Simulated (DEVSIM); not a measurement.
Structure: Al/SiO2/p-Ge capacitor, at 300 K.

| layer (left to right) | material | thickness (nm) | Na (cm⁻³) |
|---|---|---|---|
| 1 | SiO2 | 8.40 | - |
| 2 | Ge | 6100 | 9.4e15 |

Metal gate on the left, work function 4.1 eV. Fixed charge at the semiconductor interface 0 cm⁻² (in units of +e); no interface traps.

Constants are typed, rounded textbook-type inputs, not results; the design itself was drawn at random and stands for no fabricated device. Values at 300 K.

| parameter | SiO2 | Ge |
|---|---|---|
| gap (eV) | 9 | 0.664 |
| affinity (eV) | 0.9 | 4 |
| permittivity | 3.9 | 16 |
| Nc (cm⁻³) | - | 1.04e19 |
| Nv (cm⁻³) | - | 6e18 |

DEVSIM, 1D Poisson equation in equilibrium, Boltzmann statistics, complete ionisation; no quantum confinement or tunnelling. Metal contacts follow the ideal Schottky-Mott rule: no Fermi-level pinning, no interface dipoles.

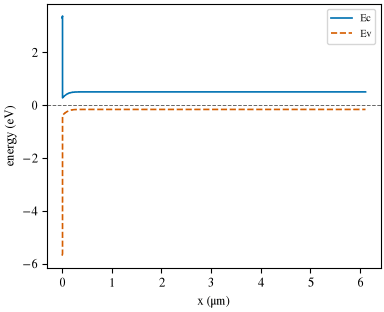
Figure. Band edges at -0.1 V on the gate

Energies count from the Fermi level of the right contact; mesh points crowd at the junctions.

| x (μm) | Ec (eV) | Ev (eV) | n (cm⁻³) | p (cm⁻³) | field (V/cm) |
|---|---|---|---|---|---|
| 0.000 | 3.300 | -5.700 | < 1e2 | < 1e2 | 85000 |
| 0.001360 | 3.312 | -5.689 | < 1e2 | < 1e2 | 85000 |
| 0.003858 | 3.333 | -5.667 | < 1e2 | < 1e2 | 85000 |
| 0.006614 | 3.356 | -5.644 | < 1e2 | < 1e2 | 85000 |
| 0.008481 | 0.271 | -0.393 | 2.9e14 | 1.5e12 | 21000 |
| 0.01014 | 0.275 | -0.389 | 2.5e14 | 1.7e12 | 20000 |
| 0.01400 | 0.283 | -0.381 | 1.9e14 | 2.3e12 | 20000 |
| 0.02792 | 0.309 | -0.355 | 6.6e13 | 6.6e12 | 19000 |
| 0.05550 | 0.357 | -0.307 | 1.1e13 | 4.1e13 | 16000 |
| 0.1161 | 0.432 | -0.232 | 5.7e11 | 7.6e14 | 9400 |
| 0.2612 | 0.492 | -0.172 | 5.6e10 | 7.7e15 | 990 |
| 0.7842 | 0.497 | -0.167 | 4.6e10 | 9.4e15 | ≈ 0 |
| 1.820 | 0.497 | -0.167 | 4.6e10 | 9.4e15 | ≈ 0 |
| 3.861 | 0.497 | -0.167 | 4.6e10 | 9.4e15 | ≈ 0 |
| 5.375 | 0.497 | -0.167 | 4.6e10 | 9.4e15 | ≈ 0 |
| 5.795 | 0.497 | -0.167 | 4.6e10 | 9.4e15 | ≈ 0 |
| 5.974 | 0.497 | -0.167 | 4.6e10 | 9.4e15 | ≈ 0 |
| 6.052 | 0.497 | -0.167 | 4.6e10 | 9.4e15 | ≈ 0 |
| 6.091 | 0.497 | -0.167 | 4.6e10 | 9.4e15 | ≈ 0 |
| 6.101 | 0.497 | -0.167 | 4.6e10 | 9.4e15 | ≈ 0 |
| 6.106 | 0.497 | -0.167 | 4.6e10 | 9.4e15 | ≈ 0 |
| 6.108 | 0.497 | -0.167 | 4.6e10 | 9.4e15 | ≈ 0 |
